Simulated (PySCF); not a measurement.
**C₂H₁₀Si₂ (SMILES C[SiH2][SiH2]C): density, localisation and related maps**

```xyz
14

C    -2.5361    0.2319    0.3258
Si   -0.9617   -0.6144   -0.2773
Si    0.9616    0.6144    0.2714
C     2.5358   -0.2319   -0.3323
H    -2.6348    1.2333   -0.1201
H    -2.5224    0.3446    1.4205
H    -3.4255   -0.3557    0.0517
H    -0.8511   -1.9842    0.3243
H    -1.0116   -0.7940   -1.7658
H     1.0121    0.7945    1.7598
H     0.8505    1.9840   -0.3306
H     2.6363   -1.2320    0.1161
H     2.5203   -0.3476   -1.4266
H     3.4251    0.3573   -0.0613
```

Geometry: PBE0-D3(BJ)/def2-SVP.

These are results of DFT single point, gas phase, functional M06-2X in PySCF, not measurements.

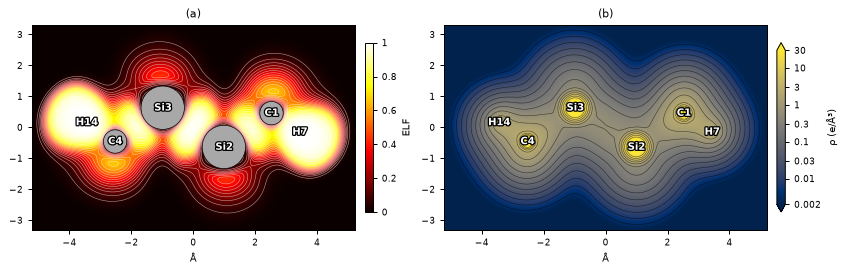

Figure 1. (a) electron localisation function; (b) electron density on the plane of atoms Si3, C4 and H14. Grey discs cover the atomic cores in the ELF map.

### Describe what can be read from this map.

The section cuts through C, Si and H sites. C–Si (1.89 Å): ρ at the midpoint is about 0.92 e/Å³; the ELF peaks at about 0.95 between the atoms; localised, covalent bonding. Si–Si (2.35 Å): ρ is about 0.65 e/Å³ halfway; the ELF peaks at about 1 between the atoms, as expected for a covalent bond. C–H (1.10 Å): ρ is about 1.9 e/Å³ halfway; the ELF climbs to about 1 towards the hydrogen, as it does in any bond to H: a covalent bond by its length.

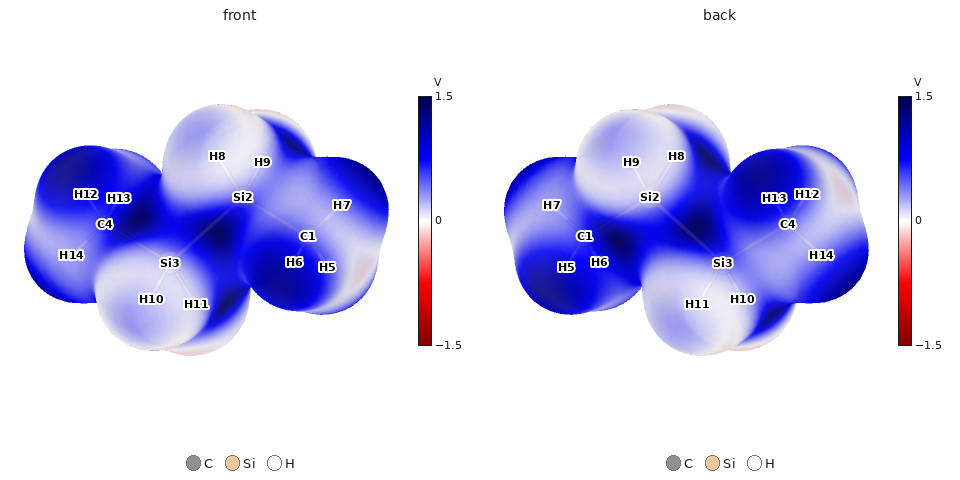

Figure 2. The electrostatic potential painted on the density surface at 0.004 e/bohr³, seen from the front and from behind; red is negative and blue positive.

### Where is the surface potential most negative and most positive?

The most negative region (about −0.1 V) lies over the C and H atoms, the most positive (about +1.4 V, or +32 kcal/mol for a unit charge) over Si2 and Si3.

### What dipole moment does the calculation give?

Its dipole moment is zero.
